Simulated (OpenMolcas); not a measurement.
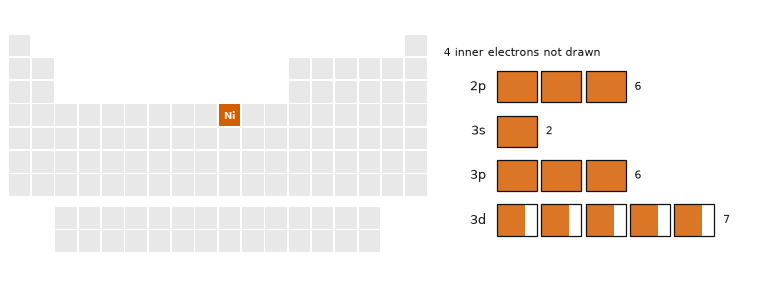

Left, the place of nickel in the periodic table; right, the outer shells of the leading configuration of the lowest level: a box for each of the 2l + 1 orbitals, shaded by the share of the shell that is filled, with the electron count at the right.

Run report: Ni³⁺ complex, multiconfigurational calculation (part 1 of 2)

Ni³⁺ with 6 ligands (Br; octahedron, 2.51 Å), neutralised by 6 outer point charges of +0.5 e, whose field is part of the energies. Computed at this level: state-averaged CASSCF, active space 7 electrons in the shell 3d, basis ANO-RCC-VTZP on the metal and ANO-RCC-VDZP on the ligands, DKH2 scalar Hamiltonian, spin-orbit coupling by RASSI with atomic mean-field integrals (OpenMolcas).

Input:
```
&GATEWAY
Coord
7

Ni 0.0 0.0 0.0
Br 2.510000 0.000000 0.000000
Br 0.000000 2.510000 0.000000
Br -2.510000 0.000000 0.000000
Br 0.000000 -2.510000 0.000000
Br 0.000000 0.000000 2.510000
Br 0.000000 0.000000 -2.510000
Basis=Ni.ANO-RCC-VTZP,Br.ANO-RCC-VDZP
Group=XYZ
NoMove
AngMom=0.0 0.0 0.0
AMFI
RICD
XField
3 Angstrom 0
5.710000 0.000000 0.000000 0.500000
0.000000 5.710000 0.000000 0.500000
0.000000 0.000000 5.710000 0.500000
&SEWARD
&RASSCF
FileOrb=start.orb
Symmetry=1
Spin=4
nActEl=7 0 0
Inactive=57 60
Ras2=5 0
CIRoot=10 10 1
SDav=10
CIMx=300
Iter=150 100
PrWF=0.3
OrbListing=Nothing
MaxOrb=0
LevShft=1.0
>>> COPY $Project.JobIph JOB001
&RASSCF
FileOrb=start.orb
Symmetry=1
Spin=2
nActEl=7 0 0
Inactive=57 60
Ras2=5 0
CIRoot=40 40 1
SDav=40
CIMx=300
Iter=150 100
PrWF=0.3
OrbListing=Nothing
MaxOrb=0
LevShft=1.0
>>> COPY $Project.JobIph JOB002
&RASSI
NrOfJobIphs=2 10 40
1 2 3 4 5 6 7 8 9 10
1 2 3 4 5 6 7 8 9 10 11 12 13 14 15 16 17 18 19 20 21 22 23 24 25 26 27
28 29 30 31 32 33 34 35 36 37 38 39 40
IphNames
JOB001
JOB002
EJob
SpinOrbit
DIPRint=1.0
SOCoupling=1000.0
Subsets=2
Property=9
'ANGMOM' 1 'ANGMOM' 2 'ANGMOM' 3 'MLTPL  1' 1 'MLTPL  1' 2 'MLTPL  1' 3
'AMFI' 1 'AMFI' 2 'AMFI' 3
SOProperty=3
'ANGMOM' 1 'ANGMOM' 2 'ANGMOM' 3
```

The file start.orb holds starting orbitals from an earlier step. A driver script formed the levels outside the program, from RASSI's spin-orbit matrix and the active-space energies, averaged over the components of each term or state.

Hardware: 1 thread of Arm Neoverse V1, 24 GiB of memory available, shared host.

Launched with:
```bash
OMP_NUM_THREADS=1 MOLCAS_MEM=2457 MOLCAS_PROJECT=a pymolcas a.inp > a.log  # once for each step of the input, in one work folder
```

Log (extracts):
```
--- SEWARD ---
Basis set label: NI.ANO-RCC...6S5P3D2F1G.

      Electronic valence basis set:
      ------------------
      Associated Effective Charge  28.000000 au
      Associated Actual Charge     28.000000 au
      Nuclear Model: Point charge

      Shell  nPrim  nBasis  Cartesian Spherical Contaminant
         s      21       6        X
         p      15       5        X
         d      10       3                 X
         f       6       2                 X
         g       4       1                 X
                  Relativistic Douglas-Kroll-Hess integrals:
                    - DKH order of Hamiltonian: 2
                    - DKH order of Properties : 0
                  Atomic mean-field integrals
--- RASSCF ---
Wave function specifications:
      -----------------------------

      Number of closed shell electrons         234
      Number of electrons in active shells       7
      Max number of holes in RAS1 space          0
      Max nr of electrons in RAS3 space          0
      Number of inactive orbitals              117
      Number of active orbitals                  5
      Number of secondary orbitals              99
      Spin quantum number                      1.5
      State symmetry                             1
Orbital specifications:
      -----------------------

      Symmetry species                           1   2
                                                ag  au
      Frozen orbitals                            0   0
      Inactive orbitals                         57  60
      Active orbitals                            5   0
      RAS1 orbitals                              0   0
      RAS2 orbitals                              5   0
      RAS3 orbitals                              0   0
      Secondary orbitals                        49  50
      Deleted orbitals                           0   0
      Number of basis functions                111 110
      Number of CSFs                            10
      Number of root(s) required                10
      Iter CI   SX   CI       RASSCF       Energy    max ROT     max BLB   max BLB  Level Ln srch  Step   QN
          iter iter root      energy       change     param      element    value   shift minimum  type update
 Nr of preliminary CI iterations:   1
      Total energies have been shifted. Add               -17000.00 au
        1   1   16    0  -144.94149588    0.00E+00  -8.49E-02   60  66 1  5.60E-01*  2.04   0.00    SX    NO
        2   1   17    0  -145.53006972   -5.89E-01* -6.39E-02   13  61 2  1.86E-01*  1.60   0.00    SX    NO
        3   1   16    0  -145.71571317   -1.86E-01* -5.75E-02   13  61 2  1.15E-01*  1.48   0.00    SX    NO
        4   1   16    0  -145.78177103   -6.61E-02* -4.07E-02   13  61 2  6.53E-02*  1.38   0.00    SX    NO
        5   1   16    0  -145.80715236   -2.54E-02* -4.73E-02   13  61 2  3.70E-02*  1.33   2.47    LS   YES
        6   1   16    0  -145.82090859   -1.38E-02* -2.34E-02   62  68 1 -1.75E-02*  1.27   1.27    QN   YES
        7   1   15    0  -145.82502327   -4.11E-03* -1.84E-02   62  68 1 -1.10E-02*  1.25   1.85    LS   YES
        8   1   15    0  -145.82612065   -1.10E-03* -4.85E-03   13  61 2 -9.57E-03*  1.24   1.09    QN   YES
        9   1   14    0  -145.82712088   -1.00E-03* -3.26E-03   10  61 2  4.37E-03*  1.25   1.69    LS   YES
       10   1   14    0  -145.82731928   -1.98E-04* -6.05E-03   60  72 1  3.41E-03*  1.26   1.02    QN   YES
        ...
       20   1    9    0  -145.82767778   -1.05E-07* -4.59E-05    3  84 1  8.43E-05   1.25   1.08    QN   YES
       21   1    8    0  -145.82767782   -4.30E-08* -5.16E-05    6 102 2  3.73E-05   1.25   2.12    LS   YES
       22   1    8    0  -145.82767784   -1.67E-08* -2.00E-05   60  66 1 -3.57E-05   1.25   1.01    QN   YES
       23   1    7    0  -145.82767784   -7.57E-09  -2.19E-05   60  66 1 -1.33E-05   1.25   1.69    QN   YES
      Convergence after 23 iterations
       24   1    7    0  -145.82767785   -2.80E-09  -2.19E-05   13  61 2 -5.77E-06   1.25   1.69    QN   YES
      Natural orbitals and occupation numbers for root  1
      sym 1:   1.122051   1.877949   1.000000   1.877949   1.122051
      Natural orbitals and occupation numbers for root  2
      sym 1:   1.880819   1.119181   1.119181   1.880819   1.000000
      Natural orbitals and occupation numbers for root  3
      sym 1:   1.880344   1.880344   1.119656   1.119656   1.000000
::    RASSCF root number  1 Total energy: -17145.87366647
::    RASSCF root number  2 Total energy: -17145.87366647
::    RASSCF root number  3 Total energy: -17145.87366647
::    RASSCF root number  4 Total energy: -17145.84698383
::    RASSCF root number  5 Total energy: -17145.84698383
::    RASSCF root number  6 Total energy: -17145.84698383
::    RASSCF root number  7 Total energy: -17145.80546415
::    RASSCF root number  8 Total energy: -17145.76978781
::    RASSCF root number  9 Total energy: -17145.76978781
::    RASSCF root number 10 Total energy: -17145.76978781
--- RASSCF ---
Wave function specifications:
      -----------------------------

      Number of closed shell electrons         234
      Number of electrons in active shells       7
      Max number of holes in RAS1 space          0
      Max nr of electrons in RAS3 space          0
      Number of inactive orbitals              117
      Number of active orbitals                  5
      Number of secondary orbitals              99
      Spin quantum number                      0.5
      State symmetry                             1
Orbital specifications:
      -----------------------

      Symmetry species                           1   2
                                                ag  au
      Frozen orbitals                            0   0
      Inactive orbitals                         57  60
      Active orbitals                            5   0
      RAS1 orbitals                              0   0
      RAS2 orbitals                              5   0
      RAS3 orbitals                              0   0
      Secondary orbitals                        49  50
      Deleted orbitals                           0   0
      Number of basis functions                111 110
      Number of CSFs                            40
      Number of root(s) required                40
      Iter CI   SX   CI       RASSCF       Energy    max ROT     max BLB   max BLB  Level Ln srch  Step   QN
          iter iter root      energy       change     param      element    value   shift minimum  type update
 Nr of preliminary CI iterations:   1
      Total energies have been shifted. Add               -17000.00 au
        1   1   10    0  -145.70551262    0.00E+00  -1.39E-02   61  67 1 -1.88E-02*  1.27   0.00    SX    NO
        2   1   11    0  -145.70721825   -1.71E-03* -1.19E-02   61  67 1 -9.90E-03*  1.27   0.00    SX    NO
        3   1   11    0  -145.70827544   -1.06E-03*  9.31E-03   61  67 1 -8.40E-03*  1.26   0.00    SX    NO
        4   1   11    0  -145.70897613   -7.01E-04*  7.79E-03   61  67 1 -5.80E-03*  1.25   0.00    SX    NO
        5   1   11    0  -145.70945324   -4.77E-04*  1.11E-02   61  67 1 -4.82E-03*  1.25   2.50    LS   YES
        6   1   11    0  -145.70997888   -5.26E-04*  1.55E-02   49  63 1 -3.69E-03*  1.24   2.50    LS   YES
        7   1   11    0  -145.71040898   -4.30E-04*  1.07E-02   49  63 1 -4.11E-03*  1.23   1.71    QN   YES
        8   1   10    0  -145.71054362   -1.35E-04*  2.25E-03   49  63 1 -2.79E-03*  1.23   1.12    QN   YES
        9   1   10    0  -145.71056333   -1.97E-05* -1.40E-03   49  63 1 -1.98E-03*  1.23   1.56    QN   YES
       10   1    9    0  -145.71057622   -1.29E-05* -6.62E-04   49  63 1 -5.85E-04*  1.23   1.31    QN   YES
       11   1    8    0  -145.71057838   -2.15E-06*  2.72E-04   49  85 1  2.04E-04*  1.23   1.26    QN   YES
       12   1    8    0  -145.71057874   -3.58E-07*  1.75E-04   46  63 1 -1.12E-04*  1.23   1.64    LS   YES
       13   1    8    0  -145.71057878   -4.13E-08*  1.32E-04   51  66 1 -9.38E-05   1.23   0.78    QN   YES
       14   1    7    0  -145.71057886   -8.43E-08*  1.17E-04   51  66 1 -4.77E-05   1.23   1.89    LS   YES
       15   1    7    0  -145.71057888   -2.14E-08* -4.50E-05   58  61 2 -3.80E-05   1.23   0.93    QN   YES
       16   1    6    0  -145.71057890   -1.27E-08* -5.98E-05   58  61 2 -2.13E-05   1.23   1.93    QN   YES
       17   1    5    0  -145.71057890   -8.68E-09   2.53E-05   49  63 1  1.62E-05   1.23   1.29    QN   YES
      Convergence after 17 iterations
       18   1    5    0  -145.71057891   -1.96E-09   2.53E-05   49  63 1  1.28E-05   1.23   1.29    QN   YES
      Natural orbitals and occupation numbers for root  1
      sym 1:   0.129146   1.975834   1.935916   1.946041   1.013063
      Natural orbitals and occupation numbers for root  2
      sym 1:   1.013063   1.929360   1.969278   1.959153   0.129146
      Natural orbitals and occupation numbers for root  3
      sym 1:   0.479326   1.860826   1.131083   1.860832   1.667934
::    RASSCF root number  1 Total energy: -17145.79687694
::    RASSCF root number  2 Total energy: -17145.79687694
::    RASSCF root number  3 Total energy: -17145.79347828
::    RASSCF root number  4 Total energy: -17145.79347828
::    RASSCF root number  5 Total energy: -17145.79347828
::    RASSCF root number  6 Total energy: -17145.78514032
::    RASSCF root number  7 Total energy: -17145.78514032
::    RASSCF root number  8 Total energy: -17145.78514032
::    RASSCF root number  9 Total energy: -17145.76901816
::    RASSCF root number 10 Total energy: -17145.76901816
::    RASSCF root number 11 Total energy: -17145.76901816
::    RASSCF root number 12 Total energy: -17145.75841615
::    RASSCF root number 13 Total energy: -17145.75841615
::    RASSCF root number 14 Total energy: -17145.75841615
::    RASSCF root number 15 Total energy: -17145.75653172
::    RASSCF root number 16 Total energy: -17145.73987998
::    RASSCF root number 17 Total energy: -17145.73987998
::    RASSCF root number 18 Total energy: -17145.73987998
::    RASSCF root number 19 Total energy: -17145.72707111
::    RASSCF root number 20 Total energy: -17145.72707111
::    RASSCF root number 21 Total energy: -17145.71193332
::    RASSCF root number 22 Total energy: -17145.71193332
::    RASSCF root number 23 Total energy: -17145.71193332
::    RASSCF root number 24 Total energy: -17145.70896713
::    RASSCF root number 25 Total energy: -17145.70896713
::    RASSCF root number 26 Total energy: -17145.70896713
::    RASSCF root number 27 Total energy: -17145.69581126
::    RASSCF root number 28 Total energy: -17145.69581126
::    RASSCF root number 29 Total energy: -17145.67797596
::    RASSCF root number 30 Total energy: -17145.67797596
```

(Continued in part 2.) Outcome of the run: converged.
